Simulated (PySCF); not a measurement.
# C3H3N+ (SMILES [CH2+][CH]C#N): levels of theory compared

We compute a comparison of 3 runs (U-r2SCAN-D3(BJ)/x2c-SVPall, TD-PBE/x2c-SVPall, USOS-MP2/cc-pVTZ) of C3H3N+. Input form: a Python script.

The results are computed with PySCF 2.14.0.

3 further runs of the same task are left out: 3 that didn't finish.

**1. Starting point**

The species is C3H3N+ (7 atoms), meant as a doublet with charge +1. As SMILES, `[CH2+][CH]C#N`. The coordinates come from a GFN2-xTB relaxation. This is one conformer, not always the lowest.

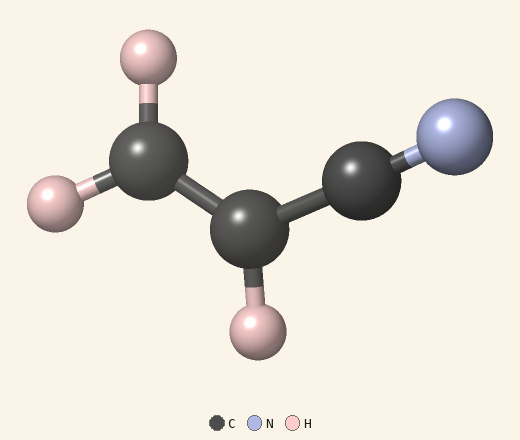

Viewed from a chosen angle; carbon dark grey, nitrogen light blue, hydrogen pink.

**2. The stability of the SCF solution at U-r2SCAN-D3(BJ)/x2c-SVPall (sfX2C, density fitting with cc-pvqz-jkfit) (run 1)**

calc.py reads:

```python
# [CH2+][CH]C#N
from pyscf import gto, dft

mol = gto.M(
    atom='''
C
C 1 1.324081
C 2 1.414222 1 125.33845
N 3 1.140068 1 150.96008 2 166.17133
H 1 1.091964 2 122.20214 3 -160.32461
H 1 1.090714 5 113.04522 2 -179.11645
H 2 1.09784 1 123.8802 6 -159.71978
''',
    spin=1,
    charge=1,
    max_memory=1860,
    basis='x2c-svpall',
    verbose=4,
)

mf = dft.UKS(mol)
mf.xc = 'r2scan'
mf = mf.x2c()
mf = mf.density_fit(auxbasis='cc-pvqz-jkfit')
mf.init_guess = 'atom'
mf.disp = 'd3bj'
mf.max_cycle = 100
mf.kernel()

e_tot = mf.e_tot
print('Final energy', e_tot)
mo_i, mo_e, stable_i, stable_e = mf.stability(internal=True, external=True, return_status=True)
print('stable: internal', stable_i, 'external', stable_e)
```

On the command line:

```bash
$ OMP_NUM_THREADS=1 python calc.py
```

Output:

```text
PySCF version 2.14.0

[... 83 lines left out ...]
Atomic HF for atom  C  converged. SCF energy = -37.2840149688867
[... 25 lines left out ...]
Atomic HF for atom  N  converged. SCF energy = -53.7701008898798
[... 2 lines left out ...]
Atomic HF for atom  H  converged. SCF energy = -0.499278405714347
[... 8 lines left out ...]
WARN: HOMO -0.437703251307531 >= LUMO -0.43770325130753
[... 62 lines left out ...]
converged SCF energy = -170.270313587265  <S^2> = 0.76427018  2S+1 = 2.0142196
Final energy -170.27031358726515
[... 3 lines left out ...]
WARN: QR decomposition removed 1 vectors.

WARN: QR decomposition removed 1 vectors.

uhf_real2complex: lowest eigs of H = [2.16782338e-15 6.89939180e-02 1.01913943e-01]
<class 'pyscf.df.df_jk.DFsfX2C1eUKS'> wavefunction is stable in the real -> complex stability analysis
uhf_external: lowest eigs of H = [-0.01042453  0.05137396  0.05958477]
<class 'pyscf.df.df_jk.DFsfX2C1eUKS'> wavefunction has an UHF/UKS -> GHF/GKS instability
stable: internal True external False
```

It took 3.2 min on 1 thread of Intel Xeon Platinum 8259CL at 2.50GHz (Skylake/Cascade Lake), shared host; peak memory 0.6 GiB.

**3. The excited states at TD-PBE/x2c-SVPall (sfX2C, density fitting with def2-universal-jkfit) (run 2)**

run.py reads:

```python
from pyscf import gto, dft, tdscf

system = gto.M(
    atom='''
C
C 1 1.324081
C 2 1.414222 1 125.33845
N 3 1.140068 1 150.96008 2 166.17133
H 1 1.091964 2 122.20214 3 -160.32461
H 1 1.090714 5 113.04522 2 -179.11645
H 2 1.09784 1 123.8802 6 -159.71978
''',
    verbose=4,
    charge=1,
    basis='x2c-svpall',
    spin=1,
    max_memory=1860,
)

myscf = dft.UKS(system, xc='pbe')
myscf = myscf.x2c()
myscf = myscf.density_fit(auxbasis='def2-universal-jkfit')
myscf.max_cycle = 100
myscf.kernel()

e_tot = myscf.e_tot
print('E(%s) = %.9f' % ('PBE', e_tot))

td = tdscf.TDDFT(myscf)
td.nstates = 5
td.kernel()
td.analyze()
roots = td.e * 27.211386
osc = td.oscillator_strength()
print('state   eV      nm      f')
for i, (w, f) in enumerate(zip(roots, osc), 1):
    print('%3d %9.4f %8.1f %9.5f' % (i, w, 1239.842 / w, f))
```

On the command line:

```bash
$ OMP_NUM_THREADS=1 python run.py
```

Output:

```text
PySCF version 2.14.0

[... 115 lines left out ...]
converged SCF energy = -170.16221797097  <S^2> = 0.75549623  2S+1 = 2.0054887
[... 27 lines left out ...]
** Transition electric dipole moments (AU) **
[... 7 lines left out ...]
** Transition velocity dipole moments (imaginary part, AU) **
state          X           Y           Z        Dip. S.      Osc.
  1         0.0071     -0.0098      0.0070      0.0002      0.0031
  2         0.0023     -0.0025      0.0053      0.0000      0.0005
  3        -0.0490     -0.0020     -0.0487      0.0048      0.0320
  4        -0.0274      0.0045     -0.0357      0.0020      0.0111
  5         0.0107     -0.0163      0.0058      0.0004      0.0016

** Transition magnetic dipole moments (imaginary part, AU) **
state          X           Y           Z
  1        -0.1894      0.0508      0.3620
  2        -0.4451     -0.0828     -0.3361
  3        -0.1316     -0.0706     -0.0631
  4         0.1298      0.0238      0.0494
  5        -0.0529      0.0130      0.2783
state   eV      nm      f
  1    1.1456   1082.3   0.00133
  2    1.3568    913.8   0.00041
  3    2.7107    457.4   0.03272
  4    3.3473    370.4   0.01168
  5    4.7881    258.9   0.00105
```

Wall time 62 s (1 thread of Intel Xeon Platinum 8259CL at 2.50GHz (Skylake/Cascade Lake), shared host); peak memory 0.43 GiB.

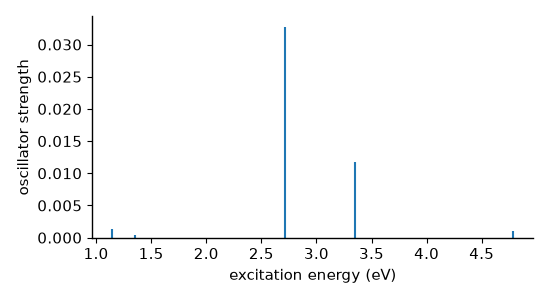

Vertical excitations as sticks.

The roots found:

| excited state | energy (eV) | strength |
| --- | --- | --- |
| 1 | 1.146 | 0.0013 |
| 2 | 1.357 | 0.0004 |
| 3 | 2.711 | 0.0327 |
| 4 | 3.347 | 0.0117 |
| 5 | 4.788 | 0.0010 |

**4. The energy at USOS-MP2/cc-pVTZ (run 3)**

mol.xyz reads:

```xyz
7
C3H3N
C     -0.506250     0.917780    -0.035880
C      0.457630     0.011940    -0.095720
C      0.284180    -1.380130     0.083390
N      0.128440    -2.474560     0.362180
H     -0.399980     1.910650    -0.477810
H     -1.478480     0.760950     0.432980
H      1.514460     0.253370    -0.269140
```

input.py reads:

```python
# [CH2+][CH]C#N
from pyscf import gto, scf, mp

system = gto.M(
    atom='mol.xyz',
    charge=1,
    basis='cc-pvtz',
    spin=1,
    verbose=4,
    max_memory=1860,
)

mf = scf.UHF(system)
mf.max_cycle = 100
mf.kernel()
if not mf.converged:
    mf = mf.newton().run(mf.mo_coeff, mf.mo_occ)

pt = mp.MP2(mf, frozen=4).run()
energy = mf.e_tot + 1.3 * pt.e_corr_os
print('E(%s) = %.9f' % ('SOS-MP2', energy))
```

On the command line:

```bash
$ OMP_NUM_THREADS=1 python input.py
```

Output:

```text
PySCF version 2.14.0

[... 127 lines left out ...]
converged SCF energy = -169.471007805201  <S^2> = 0.91833846  2S+1 = 2.1617941
[... 1 line left out ...]
******** <class 'pyscf.mp.ump2.UMP2'> ********
nocc = (np.int64(10), np.int64(9)), nmo = (158, 158)
frozen orbitals 4
E(UMP2) = -170.052187844491  E_corr = -0.581180039290081
E(SCS-UMP2) = -170.04731687748  E_corr = -0.57630907227941
E_corr(same-spin) = -0.139738817156179
E_corr(oppo-spin) = -0.441441222133903
E(SOS-MP2) = -170.044881394
```

It took 53 s on 1 thread of Intel Xeon Platinum 8259CL at 2.50GHz (Skylake/Cascade Lake), shared host; peak memory 1.4 GiB.

**5. All runs side by side**

| run | level | task | integral approximation | energy (Eh) | HOMO energy (eV) | LUMO energy (eV) | ⟨S²⟩ | wall time |
| --- | --- | --- | --- | --- | --- | --- | --- | --- |
| 1 | U-r2SCAN-D3(BJ)/x2c-SVPall (sfX2C, density fitting with cc-pvqz-jkfit) | stability | cc-pvqz-jkfit | -170.270314 | -15.48 | -13.69 | 0.764 | 3.2 min |
| 2 | TD-PBE/x2c-SVPall (sfX2C, density fitting with def2-universal-jkfit) | excited | def2-universal-jkfit | -170.162218 | -15.05 | -13.95 | 0.755 | 62 s |
| 3 | USOS-MP2/cc-pVTZ | energy | none | -170.044881 | -19.40 | -8.14 | 0.918 | 53 s |

**6. Results**

| quantity | value |
| --- | --- |
| run 3: total energy | -170.04488 Eh |
| run 3: HOMO energy (Hartree–Fock orbitals) (highest over α and β) | -19.40 eV |
| run 3: LUMO energy (Hartree–Fock orbitals) (lowest over α and β) | -8.14 eV |
| run 3: correlation energy (4 core orbitals frozen) | -573.9 mEh |
| run 3: ⟨S²⟩ of the reference determinant | 0.918 |

What this shows: Spin contamination of the reference: run 3 ⟨S²⟩ = 0.92. All runs together took 5.1 min, the longest 3.2 min.
